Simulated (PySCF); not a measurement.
## A study: C4H7FO2, SMILES `COC(F)C(C)=O`

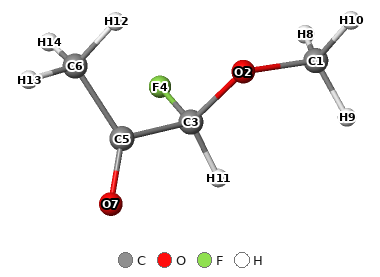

The molecule, with its atoms numbered as below. No frequency check shows the geometry to be a minimum.

Geometry (Å), atoms numbered from 1:

```
C1       2.4420   -0.3714    0.3464
O2       1.0528   -0.2887    0.6254
C3       0.2612   -0.1112   -0.4760
F4       0.4378    1.1726   -0.9875
C5      -1.2136   -0.2724   -0.0435
C6      -1.6540    0.7627    0.9346
O7      -1.8812   -1.1723   -0.4709
H8       2.8031    0.5543   -0.1089
H9       2.6531   -1.2131   -0.3204
H10      2.9303   -0.5268    1.3051
H11      0.5079   -0.7937   -1.3072
H12     -0.9838    0.7299    1.7920
H13     -2.6809    0.5897    1.2419
H14     -1.5564    1.7473    0.4799
```

Part 1: Bonding charge

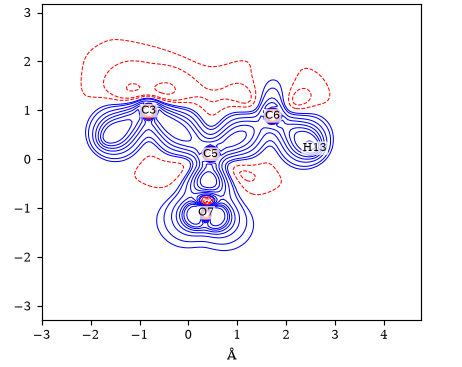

Deformation density (molecule less spherical, spin-averaged free atoms) in the plane of C3, C5, C6, O7 and H13; contours at ±0.05 to ±0.8 e/Å³; solid blue lines: gain, dashed red lines: loss.

PySCF calculation, B3LYP/def2-SVPD, gas phase; geometry: GFN2-xTB.

Q: Describe the bonding that the map shows.

A: C6–H13: +0.69 e/Å³ at the bond critical point (bond length 1.09 Å). C5–O7: +0.65 e/Å³ at the bond critical point (bond length 1.20 Å). C3–C5: +0.58 e/Å³ at the bond critical point (bond length 1.54 Å). C5–C6: +0.53 e/Å³ at the bond critical point (bond length 1.49 Å). In all, 3.2 electrons gather in the regions of gain relative to the promolecule.

Q: Where do the Hirshfeld charges lie?

A: The highest Hirshfeld charge is on C5 (+0.18 e), the lowest on O7 (−0.25 e).

```csv
atom,charge (e)
C1,−0.02
O2,−0.14
C3,+0.13
F4,−0.14
C5,+0.18
C6,−0.10
O7,−0.25
H8,+0.04
H9,+0.04
H10,+0.06
H11,+0.04
H12,+0.05
H13,+0.05
H14,+0.05
```

Part 2: Electrostatic potential

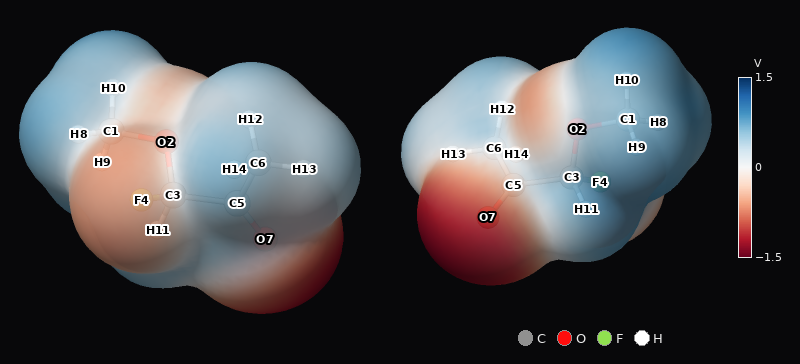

Electrostatic potential on the surface of electron density 0.001 a.u. (back view left, front view right).

Q: Where are the extremes of the potential on the surface?

A: Highest: 0.89 V, near H11 (1.49 Å) and H9 (1.71 Å). Further maxima include 0.63 V, 1.3 Å from H12; 0.63 V, 1.3 Å from H14. Lowest: −1.41 V, 1.8 Å from O7. Further minima include −0.67 V, 1.7 Å from F4; −0.58 V, 1.8 Å from O2. The surface is sampled at points, so like sites can differ by a few per cent and only the strongest of them is named.

Q: What volume does the surface enclose, and what is the dipole moment?

A: About 131 Å³; the dipole moment is 2.6 D.

Part 3: Excited states

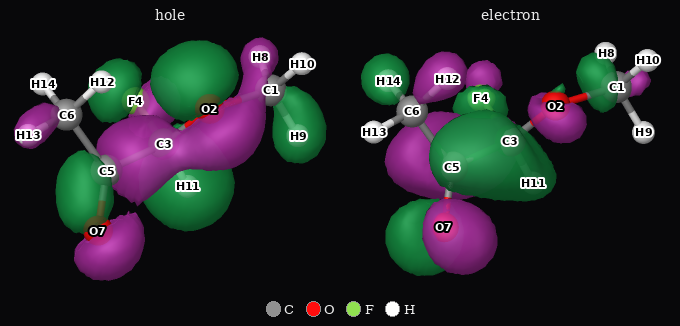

Leading natural transition orbital pair of T₃ (TDA triplet states); the surfaces enclose about 85 % of each orbital's density.

Method: LC-wPBE/def2-SVP; geometry: GFN2-xTB; program: PySCF. Without diffuse functions Rydberg states are missing, so the states' numbers hold for this basis only.

Q: Where does the state lie, and where do hole and electron sit?

A: 7.77 eV (160 nm), spin-forbidden from the singlet ground state; the leading pair carries 97 %; hole on O2 (35 %), C3 (14 %) and H11 (10 %), electron on C5 (35 %), O7 (29 %) and C3 (12 %); their centroids lie 1.3 Å apart. In canonical orbitals it is mainly HOMO−1 → LUMO (51 %). The HOMO–LUMO gap is 12.03 eV.

Part 4: In an electric field

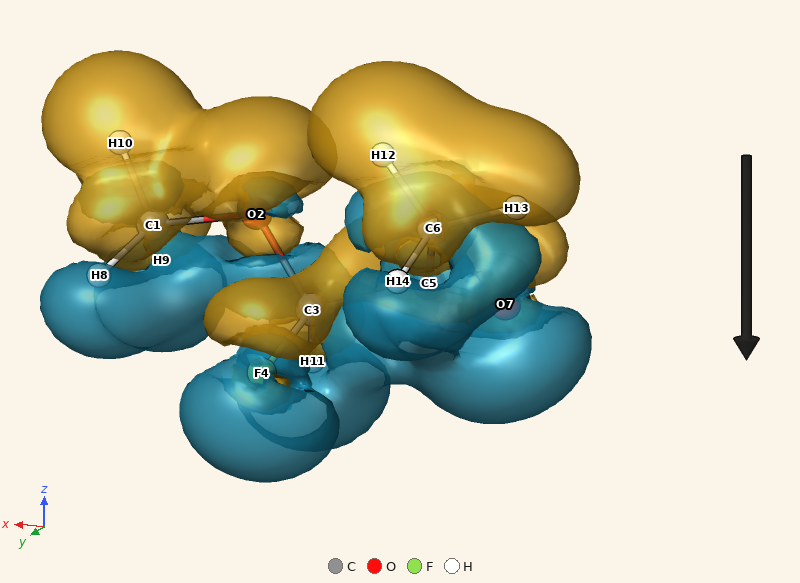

Change of the electron density in a uniform field of 0.51 V/Å along −z (arrow), surfaces at ±0.002 e/Å³ (yellow: gain, teal: loss).

Level of theory: LDA (SVWN)/def2-SVPD (PySCF), at a geometry from GFN2-xTB.

The field was applied in both directions; the picture shows the one opposite to the script's first.

Q: How large is the response?

A: The induced dipole is 1.42 D (along the field); α along this axis, from the fields in both directions, is 56 bohr³ (8.3 Å³).

Part 5: Removing or adding an electron

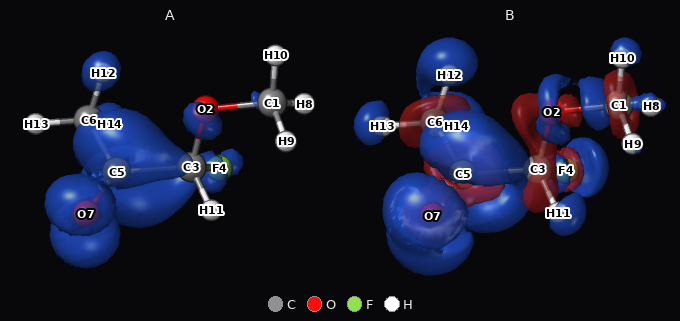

The Fukui function f⁺ from two separate SCF calculations and the density of the LUMO, at ±0.02 e/Å³ (blue positive, red negative).

PySCF calculation, PBE0/6-31G*, gas phase; geometry: GFN2-xTB.

Q: Which panel is which, and how good is the frozen-orbital picture?

A: B is f⁺ (it has negative regions), A the LUMO density. The LUMO lies on C5 (40 %), O7 (33 %) and C3 (7 %); f⁺ (Hirshfeld-condensed) is largest on O7 (0.25) and C5 (0.24); the vertical electron affinity is −1.82 eV (the stability of the anion's solution wasn't checked; negative, but this basis has no diffuse functions, so it doesn't show that the anion is unbound). Relaxation shifts 28 % of the electron between atoms. The orbital energy is −0.51 eV.
